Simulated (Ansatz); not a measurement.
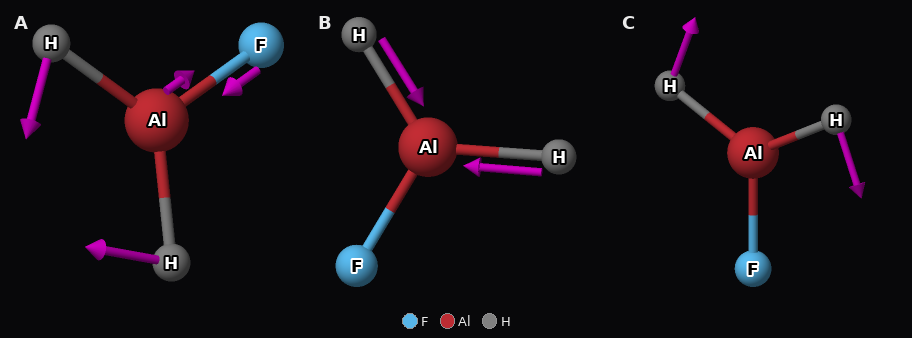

3 normal modes of one molecule or complex, as arrows. Harmonic vibrations computed with RKS PBE0-D4/def2-TZVP (Ansatz 0.2.0) at a stationary point of the same level.

### Match the panels to the wavenumbers 550 cm⁻¹, 846 cm⁻¹, 1964 cm⁻¹.

A: 846 cm⁻¹
B: 1964 cm⁻¹, in-phase stretching of 2 Al–H bonds
C: 550 cm⁻¹, F–Al–H bending
